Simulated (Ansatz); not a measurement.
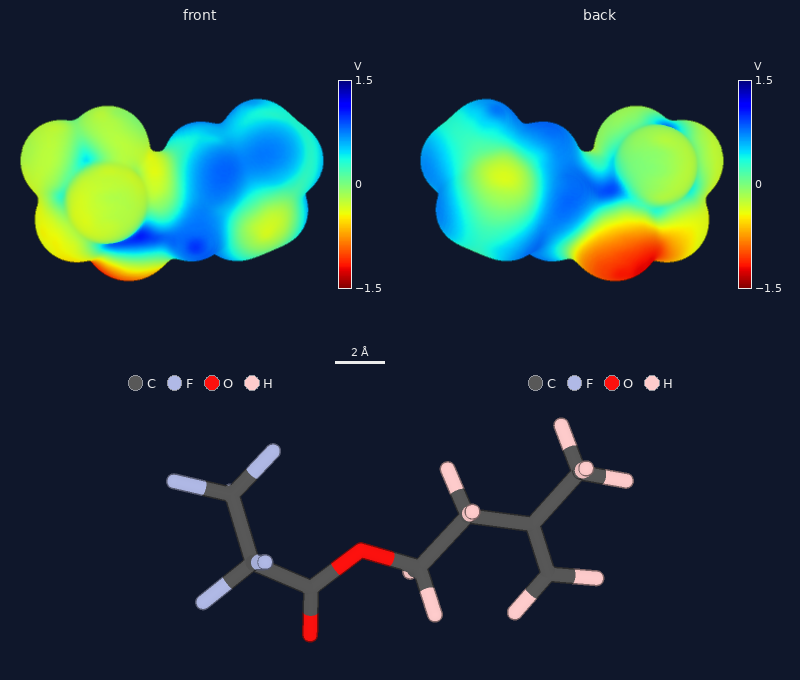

Figure 1: C₈H₉F₅O₂ (SMILES C=C(C)CCOC(=O)C(F)(F)C(F)(F)F). The molecular electrostatic potential painted on the density surface at 0.001 e/bohr³, seen from the front and from behind; red is negative and blue positive. The bare structure is drawn below in the same view.

Geometry: PBE-D3(BJ)/def2-SVP.

Computed with Ansatz 0.2.0, isolated molecule in a Gaussian basis; Kohn-Sham density functional theory, functional PBE0.

```xyz
24

C    -3.0495   -1.3381    0.0502
C    -2.6664   -0.0448    0.0866
C    -3.6549    1.0751    0.2851
C    -1.2306    0.4049   -0.0656
C    -0.2132   -0.7005   -0.2668
C     2.1357   -0.8978   -0.4662
C     3.4434   -0.0657   -0.5754
C     3.7006    0.8410    0.6648
F     4.4848   -0.9159   -0.6927
F     3.3913    0.7283   -1.6806
F     4.9607    1.3003    0.6550
F     2.8606    1.8862    0.6793
F     3.5111    0.1164    1.7883
O     1.0868   -0.0703   -0.3824
O     2.1077   -2.1059   -0.4669
H    -4.1092   -1.6140    0.1651
H    -2.3409   -2.1675   -0.0937
H    -3.6302    1.7849   -0.5700
H    -3.4062    1.6704    1.1903
H    -4.6896    0.6978    0.3922
H    -0.9381    1.0012    0.8280
H    -1.1608    1.1173   -0.9182
H    -0.4051   -1.2885   -1.1883
H    -0.1880   -1.4147    0.5819
```

Where is the surface potential most negative and most positive?

Answer. The most negative region (about −1.2 V) lies over O15, the most positive (about +0.9 V) over C6 and H23. O15 is the likeliest acceptor of a hydrogen bond.
